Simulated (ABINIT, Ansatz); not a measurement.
# KCl (Sylvite): changed settings of a GW run in ABINIT

What do changed inputs do to GW on KCl (Sylvite)?

Method: PBE and many-body steps on it, plane waves, in ABINIT 10.8.3.

**1. The structure**

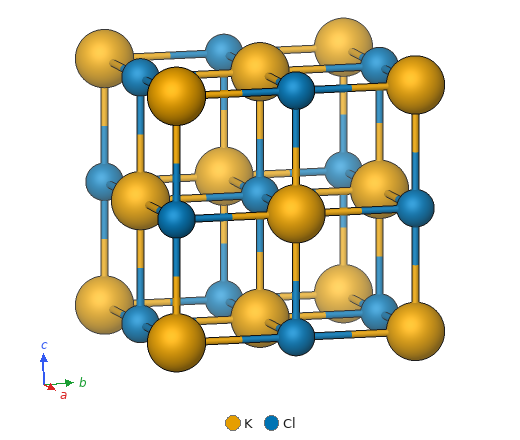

The starting structure, seen slightly off an axis (potassium orange, chlorine blue). This picture shows the conventional cell, with its axes. Some periodic images of atoms are drawn too.

The cell and positions come from the Crystallography Open Database and are kept as given unless a step says otherwise.

**2. Screening, 4×4×4 mesh, 469 bands, screening to 283 eV**

This step: ABINIT 10.8.3; RPA screening on PBE, plane waves, norm-conserving pseudopotentials.

The RPA dielectric matrix is built and inverted for each q.

run.abi

```
acell 3*1.0 Angstrom
rprim 
  -0.000000000000 3.146470000000 3.146470000000
  3.146470000000 0.000000000000 3.146470000000
  3.146470000000 3.146470000000 -0.000000000000
ntypat 2
znucl 19 17
natom 2
typat 1 2
xred 
  0.000000000000 0.000000000000 0.000000000000
  0.500000000000 0.500000000000 0.500000000000
pp_dirpath "pseudos"
pseudos "K.upf, Cl.upf"
ecut 33
ngkpt 4 4 4
nshiftk 1
shiftk 0 0 0
kptopt 1
chksymbreak 0
istwfk *1
occopt 1
irdwfk 1
optdriver 3
nband 469
ecuteps 10.4
inclvkb 2
awtr 1
symchi 1
indata_prefix "in"
outdata_prefix "out"
tmpdata_prefix "tmp"
```

On the command line:

```
> OMP_NUM_THREADS=1 mpirun -n 4 abinit run.abi > log
```

Log:

```text
.Version 10.8.3 of ABINIT. v10.8.2 released Aug 2026.

 Symmetries : space group Fm -3 m (#225); Bravais cF (face-center cubic)
[... echo of the input left out ...]
== DATASET  1 ==================================================================
-   mpi_nproc: 4, omp_nthreads: 1 (-1 if OMP is not activated)

--- !DatasetInfo
iteration_state: {dtset: 1, }
dimensions: {natom: 2, nkpt: 8, mband: 469, nsppol: 1, nspinor: 1, nspden: 1, mpw: 3839, }
cutoff_energies: {ecut:  33.0, pawecutdg:  -1.0, }
electrons: {nelect:   1.60000000E+01, charge:   0.00000000E+00, occopt:   1.00000000E+00, tsmear:   1.00000000E-02, }

 SCREENING: Calculation of the susceptibility and dielectric matrices

 Based on a program developped by R.W. Godby, V. Olevano, G. Onida, and L. Reining.
 Incorporated in ABINIT by V. Olevano, G.-M. Rignanese, and M. Torrent.
.Using double precision arithmetic ; gwpc =  8

[... cell and pseudopotentials left out ...]
--------------------------------------------------------------------------------

 ==== K-mesh for the wavefunctions ====
 Number of points in the irreducible wedge :     8
[... list of points left out ...]
 Together with 48 symmetry operations and time-reversal symmetry
 yields    64 points in the full Brillouin Zone.

 ==== Q-mesh for the screening function ====
 Number of points in the irreducible wedge :     8
[... list of points left out ...]
 Together with 48 symmetry operations and time-reversal symmetry
 yields    64 points in the full Brillouin Zone.

 setmesh: FFT mesh size selected  =    36x   36x   36
          total number of points  =        46656

 vcoul_init : cutoff-mode = AUXILIARY_FUNCTION
 q-points for optical limit:   1
     1)      0.000010    0.000020    0.000030

- screening: taking advantage of time-reversal symmetry
- Maximum band index for partially occupied states nbvw = 8
- Remaining bands to be divided among processors   nbcw = 461
- Number of bands treated by each node ~115

 Number of electrons calculated from density =   16.0000; Expected =   16.0000
 average of density, n =  0.038056
 r_s =    1.8443
 omega_plasma =   18.8177 [eV]

 calculating chi0 at frequencies [eV] :
  1    0.000000E+00    0.000000E+00
  2    0.000000E+00    1.881772E+01

--------------------------------------------------------------------------------
  q-point number  1        q = ( 0.000000, 0.000000, 0.000000) [r.l.u.]
--------------------------------------------------------------------------------
[... chi0 elements left out ...]
 For q-point:  0.000010 0.000020 0.000030
  dielectric constant =   2.1775
  dielectric constant without local fields =   2.5858

  Average fulfillment of the sum rule on Im[epsilon] for q-point    1 :     88.26  [%]
[... wings left out ...]
  q-point number  2        q = ( 0.250000, 0.000000, 0.000000) [r.l.u.]
--------------------------------------------------------------------------------
[... chi0 elements left out ...]
  Average fulfillment of the sum rule on Im[epsilon] for q-point    2 :     88.90  [%]

 [... 6 further q-points ...]
```

Elapsed: 8.8 min, on 4 MPI ranks of Intel Xeon 6975P-C (Granite Rapids), shared host; peak memory 3.6 GiB; 35 min of CPU time.

Numbers from this step:

| Property | Result |
| --- | --- |
| ε∞ with local fields, on this mesh, along the program's q direction | 2.178 |
| the same without local fields | 2.586 |
| plasma frequency | 18.82 eV |
| plane waves in the screening matrix | 645 |

Local fields lower ε∞ by 16 %.

**3. Base**

The self-energy is evaluated for the states that the input lists, and the levels follow from it, in one-shot runs by the linearised quasiparticle equation.

This step: G0W0 on PBE, plane waves, norm-conserving pseudopotentials.

run.abi: that of step 2 with these lines changed.

```diff
@@ -23,8 +23,15 @@
 irdwfk 1
-optdriver 3
+optdriver 4
 nband 469
+gwcalctyp 0
+ecutsigx 33
+symsigma 1
+nkptgw 1
+kptgw 
+  0.0000000000 0.0000000000 0.0000000000
+bdgw 
+  6 12
 ecuteps 10.4
-inclvkb 2
-awtr 1
-symchi 1
+irdscr 1
+ppmodel 1
 indata_prefix "in"
```

Log:

```text
.Version 10.8.3 of ABINIT. v10.8.2 released Aug 2026.

 Symmetries : space group Fm -3 m (#225); Bravais cF (face-center cubic)
[... echo of the input left out ...]
== DATASET  1 ==================================================================
-   mpi_nproc: 4, omp_nthreads: 1 (-1 if OMP is not activated)

--- !DatasetInfo
iteration_state: {dtset: 1, }
dimensions: {natom: 2, nkpt: 8, mband: 469, nsppol: 1, nspinor: 1, nspden: 1, mpw: 3839, }
cutoff_energies: {ecut:  33.0, pawecutdg:  -1.0, }
electrons: {nelect:   1.60000000E+01, charge:   0.00000000E+00, occopt:   1.00000000E+00, tsmear:   1.00000000E-02, }

 SIGMA: Calculation of the GW corrections

 Based on a program developped by R.W. Godby, V. Olevano, G. Onida, and L. Reining.
 Incorporated in ABINIT by V. Olevano, G.-M. Rignanese, and M. Torrent.
.Using double precision arithmetic ; gwpc =  8

[... cell and pseudopotentials left out ...]
--------------------------------------------------------------------------------

 ==== K-mesh for the wavefunctions ====
 Number of points in the irreducible wedge :     8
[... list of points left out ...]
 Together with 48 symmetry operations and time-reversal symmetry
 yields    64 points in the full Brillouin Zone.

 ==== Q-mesh for screening function ====
 Number of points in the irreducible wedge :     8
[... list of points left out ...]
 Together with 48 symmetry operations and time-reversal symmetry
 yields    64 points in the full Brillouin Zone.

 vcoul_init : cutoff-mode = AUXILIARY_FUNCTION
 q-points for optical limit:   1
     1)      0.000010    0.000020    0.000030
 setmesh: FFT mesh size selected  =    45x   45x   45
          total number of points  =        91125

 Number of electrons calculated from density =   16.0000; Expected =   16.0000
 average of density, n =  0.038056
 r_s =    1.8443
 omega_plasma =   18.8177 [eV]

 === KS Band Gaps ===
  >>>> For spin  1
   Minimum direct gap =   5.1895 [eV], located at k-point      :   0.0000  0.0000  0.0000
   Fundamental gap    =   5.1895 [eV], Top of valence bands at :   0.0000  0.0000  0.0000
                                       Bottom of conduction at :   0.0000  0.0000  0.0000
 SIGMA fundamental parameters:
 PLASMON POLE MODEL  1
 number of plane-waves for SigmaX                 3839
 number of plane-waves for SigmaC and W            645
 number of plane-waves for wavefunctions          3839
 number of bands                                   469
 number of independent spin polarizations            1
 number of spinorial components                      1
 number of k-points in IBZ                           8
 number of q-points in IBZ                           8
 number of symmetry operations                      48
 number of k-points in BZ                           64
 number of q-points in BZ                           64
 number of frequencies for dSigma/dE                 9
 frequency step for dSigma/dE [eV]                0.25
 number of omega for Sigma on real axis              0
 max omega for Sigma on real axis  [eV]           0.00
 zcut for avoiding poles [eV]                     0.10

 EPSILON^-1 parameters (SCR file):
 dimension of the eps^-1 matrix on file            645
 dimension of the eps^-1 matrix used               645
 number of plane-waves for wavefunctions          3839
 number of bands                                   469
 number of q-points in IBZ                           8
 number of frequencies                               2
 number of real frequencies                          1
 number of imag frequencies                          1

 matrix elements of self-energy operator (all in [eV])

 Perturbative Calculation

--- !SelfEnergy_ee
iteration_state: {dtset: 1, }
kpoint     : [   0.000,    0.000,    0.000, ]
spin       : 1
KS_gap     :    5.190
QP_gap     :    8.203
Delta_QP_KS:    3.014
data: !SigmaeeData |
     Band     E0 <VxcDFT>   SigX SigC(E0)      Z dSigC/dE  Sig(E)    E-E0       E
        6  -0.231 -14.148 -18.664   1.565   0.807  -0.240 -16.528  -2.381  -2.612
        7  -0.231 -14.148 -18.664   1.565   0.807  -0.240 -16.528  -2.381  -2.612
        8  -0.231 -14.148 -18.664   1.565   0.807  -0.240 -16.528  -2.381  -2.612
        9   4.958  -6.955  -3.245  -2.984   0.872  -0.146  -6.322   0.633   5.591
       10   8.135  -8.956  -4.051  -3.134   0.867  -0.153  -7.421   1.535   9.671
       11   8.135  -8.956  -4.051  -3.134   0.867  -0.153  -7.421   1.535   9.671
       12   8.135  -8.956  -4.051  -3.134   0.867  -0.153  -7.421   1.535   9.671

== END DATASET(S) ==============================================================
================================================================================

 -outvars: echo values of variables after computation  --------
           etotal      0.0000000000E+00
            nband         469
             nkpt           8
          spgroup         225
 [... the other variables as echoed above ...]

 Calculation completed.
```

The job ended after 3.4 min (4 MPI ranks; peak memory 4.1 GiB).

This step gave:

| Quantity | Value |
| --- | --- |
| G0W0 gap on the points computed | 8.203 eV |
| starting gap on the mesh | 5.190 eV |
| k of the valence top | 0, 0, 0 |
| k of the conduction bottom | 0, 0, 0 |
| Z at the valence top | 0.807 |
| Z at the conduction bottom | 0.872 |
| least direct G0W0 gap on the computed points | 8.203 eV |

The gap on the mesh goes from 5.19 eV to 8.20 eV, a correction of +3.01 eV.

**4. Fewer bands in the self-energy**

run.abi: that of step 3 with these lines changed.

```diff
@@ -24,3 +24,3 @@
 optdriver 4
-nband 469
+nband 14
 gwcalctyp 0
```

Log:

```text
.Version 10.8.3 of ABINIT. v10.8.2 released Aug 2026.

 Symmetries : space group Fm -3 m (#225); Bravais cF (face-center cubic)
[... echo of the input left out ...]
== DATASET  1 ==================================================================
-   mpi_nproc: 4, omp_nthreads: 1 (-1 if OMP is not activated)

--- !DatasetInfo
iteration_state: {dtset: 1, }
dimensions: {natom: 2, nkpt: 8, mband: 14, nsppol: 1, nspinor: 1, nspden: 1, mpw: 3839, }
cutoff_energies: {ecut:  33.0, pawecutdg:  -1.0, }
electrons: {nelect:   1.60000000E+01, charge:   0.00000000E+00, occopt:   1.00000000E+00, tsmear:   1.00000000E-02, }

 SIGMA: Calculation of the GW corrections

 Based on a program developped by R.W. Godby, V. Olevano, G. Onida, and L. Reining.
 Incorporated in ABINIT by V. Olevano, G.-M. Rignanese, and M. Torrent.
.Using double precision arithmetic ; gwpc =  8

[... cell and pseudopotentials left out ...]
--------------------------------------------------------------------------------

 ==== K-mesh for the wavefunctions ====
 Number of points in the irreducible wedge :     8
[... list of points left out ...]
 Together with 48 symmetry operations and time-reversal symmetry
 yields    64 points in the full Brillouin Zone.

 ==== Q-mesh for screening function ====
 Number of points in the irreducible wedge :     8
[... list of points left out ...]
 Together with 48 symmetry operations and time-reversal symmetry
 yields    64 points in the full Brillouin Zone.

 vcoul_init : cutoff-mode = AUXILIARY_FUNCTION
 q-points for optical limit:   1
     1)      0.000010    0.000020    0.000030
 setmesh: FFT mesh size selected  =    45x   45x   45
          total number of points  =        91125

 Number of electrons calculated from density =   16.0000; Expected =   16.0000
[...]
number of q-points in BZ                           64
 number of frequencies for dSigma/dE                 9
 frequency step for dSigma/dE [eV]                0.25
 number of omega for Sigma on real axis              0
 max omega for Sigma on real axis  [eV]           0.00
 zcut for avoiding poles [eV]                     0.10

 EPSILON^-1 parameters (SCR file):
 dimension of the eps^-1 matrix on file            645
 dimension of the eps^-1 matrix used               645
 number of plane-waves for wavefunctions          3839
 number of bands                                   469
 number of q-points in IBZ                           8
 number of frequencies                               2
 number of real frequencies                          1
 number of imag frequencies                          1

 matrix elements of self-energy operator (all in [eV])

 Perturbative Calculation

--- !SelfEnergy_ee
iteration_state: {dtset: 1, }
kpoint     : [   0.000,    0.000,    0.000, ]
spin       : 1
KS_gap     :    5.190
QP_gap     :    7.455
Delta_QP_KS:    2.265
data: !SigmaeeData |
     Band     E0 <VxcDFT>   SigX SigC(E0)      Z dSigC/dE  Sig(E)    E-E0       E
        6  -0.231 -14.148 -18.664   3.824   0.832  -0.202 -14.724  -0.576  -0.808
        7  -0.231 -14.148 -18.664   3.824   0.832  -0.202 -14.724  -0.576  -0.808
        8  -0.231 -14.148 -18.664   3.824   0.832  -0.202 -14.724  -0.576  -0.808
        9   4.958  -6.955  -3.245  -1.817   0.892  -0.120  -5.266   1.689   6.647
       10   8.135  -8.956  -4.051  -1.494   0.896  -0.116  -5.901   3.056  11.191
       11   8.135  -8.956  -4.051  -1.494   0.896  -0.116  -5.901   3.056  11.191
       12   8.135  -8.956  -4.051  -1.494   0.896  -0.116  -5.901   3.056  11.191

== END DATASET(S) ==============================================================
================================================================================

 -outvars: echo values of variables after computation  --------
           etotal      0.0000000000E+00
            nband          14
             nkpt           8
          spgroup         225
 [... the other variables as echoed above ...]

 Calculation completed.
```

Elapsed: 12 s, on 4 MPI ranks; peak memory 1.4 GiB.

This step gave:

```
G0W0 gap on the points computed              : 7.455 eV
starting gap on the mesh                     : 5.190 eV
k of the valence top                         : 0, 0, 0
k of the conduction bottom                   : 0, 0, 0
Z at the valence top                         : 0.832
Z at the conduction bottom                   : 0.892
least direct G0W0 gap on the computed points : 7.455 eV
```

**5. More bands than the file holds**

run.abi: that of step 4 with these lines changed.

```diff
@@ -24,3 +24,3 @@
 optdriver 4
-nband 14
+nband 3417
 gwcalctyp 0
```

Log:

```text
.Version 10.8.3 of ABINIT. v10.8.2 released Aug 2026.

 Symmetries : space group Fm -3 m (#225); Bravais cF (face-center cubic)
================================================================================
 Values of the parameters that define the memory need of the present run
     intxc =       0    ionmov =       0      iscf =       7    lmnmax =       6
     lnmax =       6     mgfft =      45  mpssoang =       3    mqgrid =    3001
     natom =       2  nloc_mem =       1    nspden =       1   nspinor =       1
    nsppol =       1      nsym =      48    n1xccc =    2501    ntypat =       2
    occopt =       1   xclevel =       2
-    mband =        3417        mffmem =           1         mkmem =           2
       mpw =        3839          nfft =       91125          nkpt =           8
================================================================================
  Rough estimation (10% accuracy) of disk space for files :
================================================================================

--------------------------------------------------------------------------------
------------- Echo of variables that govern the present computation ------------
--------------------------------------------------------------------------------
 -outvars: echo values of preprocessed input variables --------
            acell      1.8897261259E+00  1.8897261259E+00  1.8897261259E+00 Bohr

             bdgw           6      12
      chksymbreak           0
             ecut      3.30000000E+01 Hartree
          ecuteps      1.04000000E+01 Hartree
         ecutsigx      3.30000000E+01 Hartree
          ecutwfn      3.30000000E+01 Hartree
-          fftalg         312
           irdscr           1
           irdwfk           1

              ixc     -101130
[...]
SIGMA: Calculation of the GW corrections

 Based on a program developped by R.W. Godby, V. Olevano, G. Onida, and L. Reining.
 Incorporated in ABINIT by V. Olevano, G.-M. Rignanese, and M. Torrent.
.Using double precision arithmetic ; gwpc =  8

 Real(R)+Recip(G) space primitive vectors, cartesian coordinates (Bohr,Bohr^-1):
 R(1)=  0.0000000  5.9459666  5.9459666  G(1)= -0.0840906  0.0840906  0.0840906
 R(2)=  5.9459666  0.0000000  5.9459666  G(2)=  0.0840906 -0.0840906  0.0840906
 R(3)=  5.9459666  5.9459666  0.0000000  G(3)=  0.0840906  0.0840906 -0.0840906
 Unit cell volume ucvol=  4.2043357E+02 bohr^3
 Angles (23,13,12)=  6.00000000E+01  6.00000000E+01  6.00000000E+01 degrees

--- Pseudopotential description ------------------------------------------------
- K Generated using ONCVPSP code by D. R. Hamann
- 19.00000   9.00000  171031                  znucl, zion, pspdat
12 -101130 2 -1 2222                          pspcod,pspxc,lmax,lloc,mmax
     nproj     2     2     2
  pspatm : epsatm=    8.42413758
         --- l  ekb(1:nproj) -->
[...]
pspatm: atomic psp has been read  and splines computed

- Cl Generated using ONCVPSP code by D. R. Hamann
- 17.00000   7.00000  171031                  znucl, zion, pspdat
12 -101130 2 -1 1028                          pspcod,pspxc,lmax,lloc,mmax
     nproj     2     2     2
  pspatm : epsatm=    9.12776517
         --- l  ekb(1:nproj) -->
[...]
1    3.821713    1.107519
             2   -2.938609   -0.805455
 pspatm: atomic psp has been read  and splines computed

   2.80830444E+02                                ecore*ucvol(ha*bohr**3)
--------------------------------------------------------------------------------

--- !ERROR
message: |
    Number of bands stored WFK file is less than required.
    WFK mband: 1147, self-energy nband: 3417

--- !ERROR
message: |
    Number of bands stored WFK file is less than required.
    WFK mband: 1147, self-energy nband: 3417

--- from the log ---
Number of bands stored WFK file is less than required.
    WFK mband: 1147, self-energy nband: 3417
```

Wall time 2 s (4 MPI ranks); peak memory 0.06 GiB.

The run stopped with an error after 2 s.

The program's words: Number of bands stored WFK file is less than required. WFK mband: 1147, self-energy nband: 3417

The fault put into this input: more bands than the file holds.

**6. The runs together**

Times are wall times on 4 MPI ranks of Intel Xeon 6975P-C (Granite Rapids), shared host, good to a factor of about two. A run's time includes the screening step that it read.

| run | mesh | bands | screening cutoff (eV) | DFT gap (eV) | gap on the mesh (eV) | direct (eV) | ε∞ used | time |
| --- | --- | --- | --- | --- | --- | --- | --- | --- |
| base | 4×4×4 | 469 | 283 | 5.190 | 8.203 | 8.203 | 2.18 | 12 min |
| fewer bands in the self-energy | 4×4×4 | 14 | 283 | 5.190 | 7.455 | 7.455 | 2.18 | 9 min |

**7. Results**

```json
{
  "base": "8.203 eV",
  "fewer bands in the self-energy": "7.455 eV",
  "known limits": "not at the basis limit"
}
```

What this shows: Fewer bands in the self-energy: −0.748 eV against base (keys changed: nband). Bands and cutoff are finite, so the gap is not at the basis limit. The miss can reach some tenths of an eV and take either sign; the mesh is an error of its own. In the G0W0 runs levels were corrected at 1 k point alone, so a gap called «on the mesh» is the least over those, and an edge elsewhere would be missed.

[Paths, hosts, dates, memory and timing lines, banners, echoed tables and standing remarks are left out of the program output.]

[Logs are printed without paths, hosts, clocks, repeated set-up lines and the standing remarks that a program may print on its own settings, such as how far it seeks lower states.]

[Runs of the session that timed out or met a known fault of the program may be left out.]

[Hosts, paths, dates, database ids (printed as entryN), source tags and the programs' standing remarks are cut or masked in the printed files.]

[G0W0 gaps are taken among the corrected bands and points alone; a level outside them can change the order at an edge.]

[Where Ansatz stands beside ABINIT at settings called matched, ABINIT's density can come from a denser mesh and the files from another edition; pairs whose starting gaps differed by over 0.03 eV were left out, so agreement reads better than it is.]
